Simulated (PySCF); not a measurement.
# UCAM-B3LYP/aug-cc-pVTZ run of OF (Oxygen monofluoride)

What is the vertical electron affinity of OF (Oxygen monofluoride) at UCAM-B3LYP/aug-cc-pVTZ? Input form: a Python script.

The results are computed with PySCF 2.14.0.

1 further run of the same task is left out (set aside as unsound or not needed).

## (1) The structure to begin with

OF: 2 atoms, total charge 0, spin state doublet. As SMILES, `[O]F`. Geometry: relaxed at PBE0-D4/def2-TZVP.

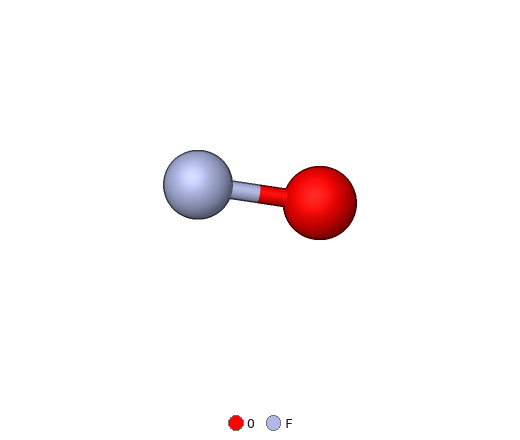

The structure, seen from a chosen angle (oxygen red, fluorine light blue).

## (2) A single-point energy at UCAM-B3LYP/aug-cc-pVTZ

File run.py:

```python
from pyscf import gto, dft

mol = gto.Mole()
mol.atom = '''
O      0.000000     0.000000    -0.030141
F      0.000000     0.000000     2.483856
'''
mol.max_memory = 1860
mol.verbose = 4
mol.spin = 1
mol.basis = 'aug-cc-pvtz'
mol.unit = 'bohr'
mol.charge = 0
mol.build()

mf = dft.UKS(mol)
mf.xc = 'cam-b3lyp'
mf.conv_tol = 1e-10
mf.grids.level = 5
mf.kernel()
if not mf.converged:
    mf = mf.newton().run(mf.mo_coeff, mf.mo_occ)

e_final = mf.e_tot
print('Final energy', e_final)
```

Started as:

```console
OMP_NUM_THREADS=1 python run.py
```

Log:

```text
PySCF version 2.14.0

[INPUT] num. atoms = 2
[INPUT] num. electrons = 17
[INPUT] charge = 0
[INPUT] spin (= nelec alpha-beta = 2S) = 1
[INPUT] symmetry False subgroup None
[INPUT] Mole.unit = bohr
[INPUT] Symbol           X                Y                Z      unit          X                Y                Z       unit  Magmom
[INPUT]  1 O      0.000000000000   0.000000000000  -0.015949930314 AA    0.000000000000   0.000000000000  -0.030141000000 Bohr   0.0
[INPUT]  2 F      0.000000000000   0.000000000000   1.314399990407 AA    0.000000000000   0.000000000000   2.483856000000 Bohr   0.0

nuclear repulsion = 28.6396523146209
number of shells = 26
number of NR pGTOs = 116
number of NR cGTOs = 92
basis = aug-cc-pvtz
ecp = {}

[... 33 lines left out ...]
WARN: beta  nocc = 8  HOMO -0.331350432623264 >= LUMO -0.331350432623252
[... 1 line left out ...]
WARN: HOMO -0.33135043262325 >= LUMO -0.331350432623252
[... 50 lines left out ...]
converged SCF energy = -174.902904319679  <S^2> = 0.75347445  2S+1 = 2.0034714
Final energy -174.90290431967878
```

Run time: 14 s. Hardware: 1 thread of Arm Neoverse V2, shared host; peak memory 0.43 GiB.

## (3) The singlet anion at the same level

File calc.py:

```python
from pyscf import gto, dft

mol = gto.Mole()
mol.atom = '''
O        0.000000       0.000000      -0.015950
F        0.000000       0.000000       1.314400
'''
mol.verbose = 3
mol.charge = -1
mol.max_memory = 1860
mol.basis = 'aug-cc-pvtz'
mol.build()

myscf = dft.RKS(mol, xc='cam-b3lyp')
myscf.grids.level = 5
myscf.conv_tol = 1e-10
myscf.kernel()
if not myscf.converged:
    myscf = myscf.newton().run(myscf.mo_coeff, myscf.mo_occ)

etot = myscf.e_tot
print(f'total energy: {etot:.8f} hartree')
```

Started as:

```console
OMP_NUM_THREADS=1 python calc.py
```

Log:

```text
converged SCF energy = -174.971118487556
total energy: -174.97111849 hartree
```

Wall time 7.8 s (1 thread of Arm Neoverse V2, shared host); peak memory 0.42 GiB.

## (4) What came out

Level: UCAM-B3LYP/aug-cc-pVTZ.

```
                                                            quantity          value
                                            doublet OF: total energy  -174.90290 Eh
                                           doublet OF: dipole moment         0.05 D
                      doublet OF: HOMO energy (highest over α and β)      -10.83 eV
                       doublet OF: LUMO energy (lowest over α and β)       -3.54 eV
                                                    doublet OF: ⟨S²⟩          0.753
                                         singlet anion: total energy  -174.97112 Eh
                                          singlet anion: HOMO energy       -0.44 eV
                                          singlet anion: LUMO energy        6.66 eV
singlet anion: HOMO–LUMO gap (to an unbound level, set by the basis)        7.11 eV
                   vertical electron affinity (to the singlet anion)       1.856 eV
```

In words: At fixed nuclei the extra electron is bound by 1.86 eV (43 kcal/mol).
